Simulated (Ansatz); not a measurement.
```sh
ansatz run in.yaml --threads 2 --pin off --events-out ev --progress --plain --max-ram 4352MiB
```

```yaml
crystal:
  periodic: [false, false, false]
  atoms:
    - {symbol: C, position_ang: [-0.402960, 0.853709, -0.825923]}
    - {symbol: N, position_ang: [0.387101, -0.246298, -0.346651]}
    - {symbol: Si, position_ang: [-0.333632, -1.302549, 0.953345]}
    - {symbol: H, position_ang: [-1.426611, 0.500595, -1.002428]}
    - {symbol: H, position_ang: [-0.023325, 1.257003, -1.779676]}
    - {symbol: H, position_ang: [-0.489499, 1.711704, -0.128240]}
    - {symbol: H, position_ang: [1.335882, 0.053694, -0.162552]}
    - {symbol: H, position_ang: [0.847806, -2.291937, 1.045748]}
    - {symbol: H, position_ang: [0.105238, -0.535910, 2.246367]}
basis:
  gaussian: {orbitals: "def2-TZVPPD.json"}
total_charge: -1
correlation: {method: ccsd_t}
```

Describe the molecule in this file.

It has 9 atoms: 1 carbon, 6 hydrogen, 1 nitrogen and 1 silicon (CH₆NSi⁻). SMILES: `CN[SiH2-]`. It has no ring. Among its groups: Si–H bond, Si–N bond. The point group is C1. Coordination, clear cases only: 1 C tetrahedral; 1 Si trigonal pyramidal.

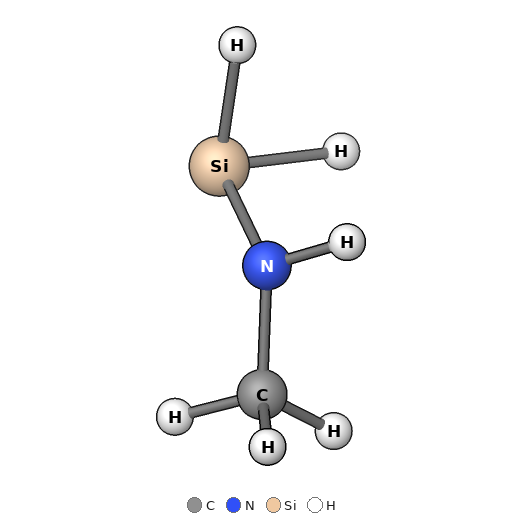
